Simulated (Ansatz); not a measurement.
AlFH$_{2}$ (SMILES [F][AlH2])

Input file:

```
crystal:
  periodic: [false, false, false]
  atoms:
    - {symbol: F, position_ang: [-0.330317, -0.029967, 1.551872]}
    - {symbol: Al, position_ang: [0.026202, -0.014763, -0.058872]}
    - {symbol: H, position_ang: [-0.405822, -1.276273, -0.898294]}
    - {symbol: H, position_ang: [0.765436, 1.260705, -0.615106]}
basis:
  gaussian: {orbitals: def2-TZVPP}
hamiltonian: {xc: pbe0, dispersion: d4}
output: {orbitals: {seedname: orbitals}}
```

Launched as:

```sh
ansatz run in.yaml --threads 4 --pin off --events-out ev --progress --plain --max-ram 10444MiB
```

Geometry: PBE0-D4/def2-TZVP.

Theory: RKS PBE0-D4/def2-TZVPP in Ansatz 0.2.0.

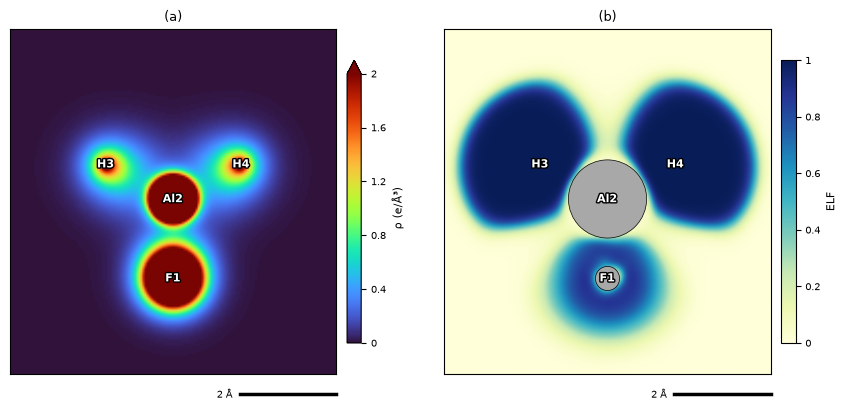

Figure 1. (a) total electron density; (b) electron localisation function on the molecular plane. Grey discs cover the atomic cores in the ELF map.

Q: Read the bonding off the picture.

A: Atoms in the plane: F, Al and H.
Al–F (1.65 Å): ρ is about 0.92 e/Å³ halfway; the ELF peaks at about 0.85 in the valence shell of F, 0.5 Å from its nucleus, and is about 0.40 at the midpoint.
Al–H (1.58 Å): the density is about 0.58 e/Å³ at the midpoint; the ELF climbs to about 1 towards the hydrogen.
The ELF also peaks beside F1, away from the bonds: lone-pair regions.

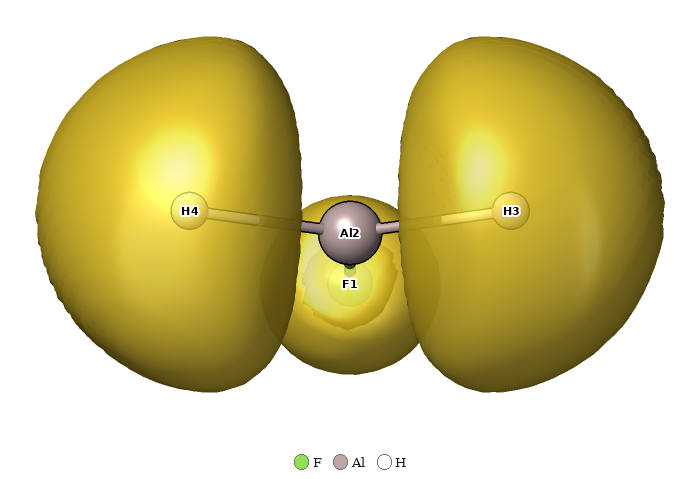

Figure 2. Isosurface of the electron localisation function at 0.75 (yellow), seen from one side. Core shells and regions of very low density are left out.

Q: What do the ELF domains correspond to?

A: The ELF exceeds this value in two regions around hydrogen nuclei and one region wrapped around F (its valence shell).

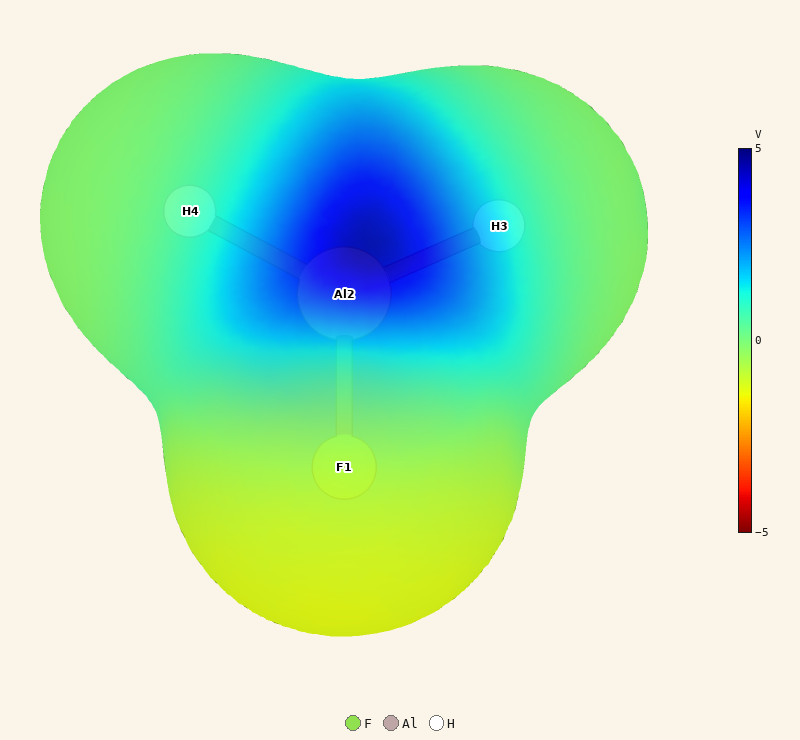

Figure 3. The electrostatic potential painted on the density surface at 0.002 e/bohr³, seen at a tilt; the colour scale runs from red (negative) to blue (positive).

Q: Where is the surface potential most negative and most positive?

A: The most negative region (about −1.3 V) lies over F1, the most positive (about +4.5 V) over Al2.
